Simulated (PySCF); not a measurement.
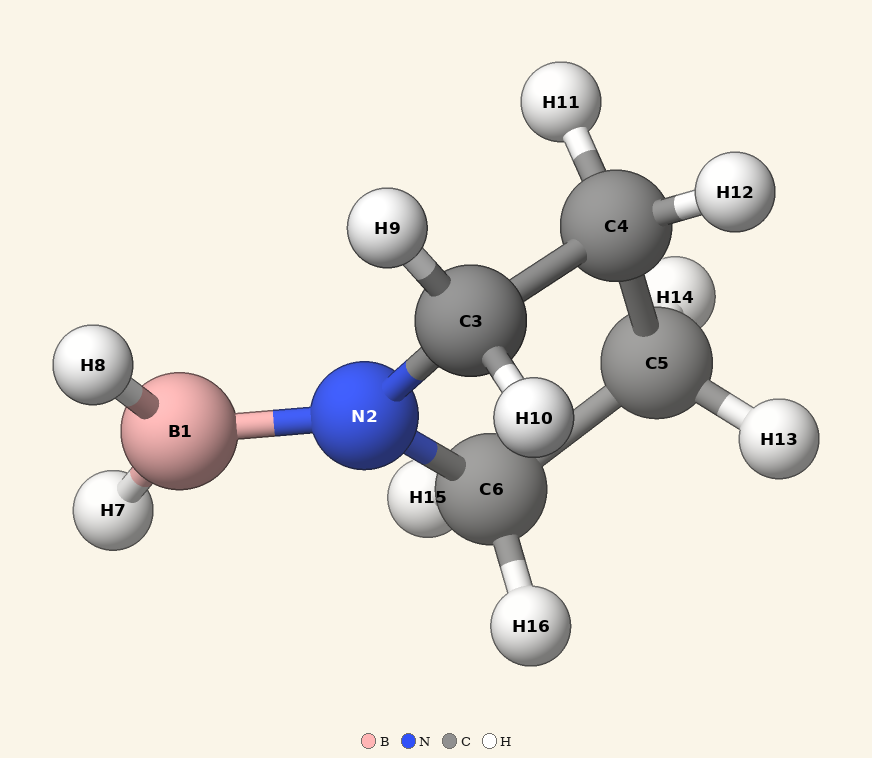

Computed geometry: GFN2-xTB optimisation. No frequency run is at hand to confirm it as a minimum. Method: B3LYP/pcJ-1 indirect spin-spin coupling, non-relativistic, gas phase (PySCF 2.14.0). Isotopes: 11B, 13C, 1H, 15N.

Give the spin–spin coupling constants of these pairs, with the number of bonds between them: N2/C6, N2/H16, N2/H8, N2/C5, N2/H9, N2/H15, B1/H10, B1/H9, N2/H14.

```json
{"pair": "N2, C6", "bonds apart": "1", "J (Hz)": "−9.5"}
{"pair": "N2, H16", "bonds apart": "2", "J (Hz)": "0.5"}
{"pair": "N2, H8", "bonds apart": "2", "J (Hz)": "−2.0"}
{"pair": "N2, C5", "bonds apart": "2", "J (Hz)": "−1.1"}
{"pair": "N2, H9", "bonds apart": "2", "J (Hz)": "−1.4"}
{"pair": "N2, H15", "bonds apart": "2", "J (Hz)": "−0.7"}
{"pair": "B1, H10", "bonds apart": "3", "J (Hz)": "1.7"}
{"pair": "B1, H9", "bonds apart": "3", "J (Hz)": "2.9"}
{"pair": "N2, H14", "bonds apart": "3", "J (Hz)": "−1.1"}
```

The geometry is semi-empirical. Around B such bond lengths and angles can be off by a tenth of an ångström or more and by several degrees, and values that hang on the shape move with them.
